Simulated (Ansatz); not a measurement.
# CCSDTQ/STO-3G run of InH2Cl (SMILES [H][In]([H])[Cl])

What is the electronic atomisation energy of InH2Cl at CCSDTQ/STO-3G? 

The calculation is run with Ansatz 0.2.0.

56 further runs of the same task are left out: 2 that didn't finish, 54 set aside as unsound or not needed.

## Step 1: The molecule

InH2Cl has 4 atoms, charge 0, and is taken as a singlet. SMILES: `[H][In]([H])[Cl]`. The shape comes from GFN2-xTB, which is rough for such elements, and wasn't checked as a minimum.

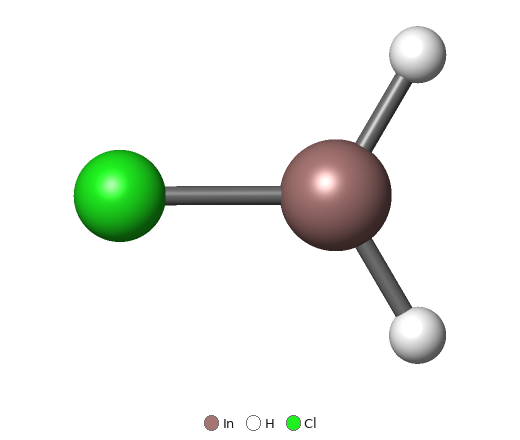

Viewed from a chosen angle; indium brown, hydrogen white, chlorine green.

## Step 2: A single-point energy at CCSDTQ/STO-3G

job.yaml

```yaml
crystal:
  periodic: [false, false, false]
  atoms:
    - {symbol: In, position_ang: [0.070210, 0.117850, -0.000370]}
    - {symbol: H, position_ang: [1.783010, 0.101380, 0.011370]}
    - {symbol: H, position_ang: [-0.755080, 1.618480, -0.019870]}
    - {symbol: Cl, position_ang: [-1.098140, -1.837720, 0.008870]}
basis:
  gaussian:
    orbitals: STO-3G
correlation:
  method: ccsdtq
  frozen_orbitals: {Cl: 5, H: 0, In: 18}
accuracy: high
scf:
  omitted_lower_state_checks: [cluster_reference, increment]
```

Launch:

```bash
$ ansatz run job.yaml --threads 1 --pin off --max-ram 2610MiB --events-out events.jsonl --progress --plain --runs-dir runs
```

Log:

```text
Warning: RAYON_NUM_THREADS=1 ignored (pool sized by the plan → 1); use --threads N
[... 11 lines left out ...]
23 core orbitals not correlated: weight in the atoms' cores, before any rotation towards them, 1.000 or more for the frozen orbitals, at most 0.000 for the correlated occupied ones
[... 24 lines left out ...]
Total energy: -167043.56045815 eV, -6138.7376206451 hartree
Checks for a lower state left out: cluster_reference, increment
```

It took 14 s on 1 thread of Arm Neoverse V1, shared host; peak memory 0.23 GiB.

## Step 3: The Cl atom at the same level

input.yaml

```yaml
crystal:
  periodic: [false, false, false]
  atoms:
    - {symbol: Cl, position_ang: [0.000000, 0.000000, 0.000000]}
basis:
  gaussian: {orbitals: STO-3G}
magnetization: {spin_polarized: true, initial_magnetization: 1}
correlation: {method: ccsdtq, frozen_orbitals: {Cl: 5}}
accuracy: high
scf: {omitted_lower_state_checks: [cluster_reference, increment]}
```

Run the same way, it converges to -454.54219 Eh (log not shown).

## Step 4: The H atom: the energy at UHF/STO-3G

molecule.yaml

```yaml
crystal:
  periodic: [false, false, false]
  atoms:
    - {symbol: H, position_ang: [0.000000, 0.000000, 0.000000]}
basis:
  gaussian:
    orbitals: STO-3G
accuracy: high
magnetization:
  spin_polarized: true
  initial_magnetization: 1
hamiltonian:
  xc: hf
```

Run the same way, it converges to -0.46658 Eh (log not shown).

## Step 5: The In atom

in.yaml

```yaml
crystal:
  periodic: [false, false, false]
  atoms:
    - {symbol: In, position_ang: [0.000000, 0.000000, 0.000000]}
basis:
  gaussian:
    orbitals: STO-3G
magnetization:
  spin_polarized: true
  initial_magnetization: 1
correlation:
  method: ccsdtq
  frozen_orbitals: {In: 18}
accuracy: high
scf:
  omitted_lower_state_checks: [cluster_reference, increment]
```

Run the same way, it converges to -5682.80392 Eh (log not shown).

## Step 6: Results

Level: CCSDTQ/STO-3G, 23 core orbitals frozen.

```
                                              quantity           value
                                molecule: total energy  -6138.73762 Eh
molecule: correlation energy (23 core orbitals frozen)       -46.1 mEh
                               molecule: T1 diagnostic           0.007
                                 Cl atom: total energy   -454.54219 Eh
  Cl atom: correlation energy (5 core orbitals frozen)         0.0 mEh
            Cl atom: ⟨S²⟩ of the reference determinant           0.750
                                Cl atom: T1 diagnostic           0.000
                                  H atom: total energy     -0.46658 Eh
                                          H atom: ⟨S²⟩           0.750
                                 In atom: total energy  -5682.80392 Eh
 In atom: correlation energy (18 core orbitals frozen)       -26.5 mEh
            In atom: ⟨S²⟩ of the reference determinant           0.750
                                In atom: T1 diagnostic           0.000
                         electronic atomisation energy       12.472 eV
```

**Reading.** Taking the molecule apart into free atoms costs 12.47 eV (1203 kJ/mol), before zero-point energy and without spin-orbit coupling. In a minimal basis such a difference can be off by several eV, whatever the method. Relativity is left out (molecule) although the molecule holds a heavy atom. Relativity is left out (In atom) although the molecule holds a heavy atom.
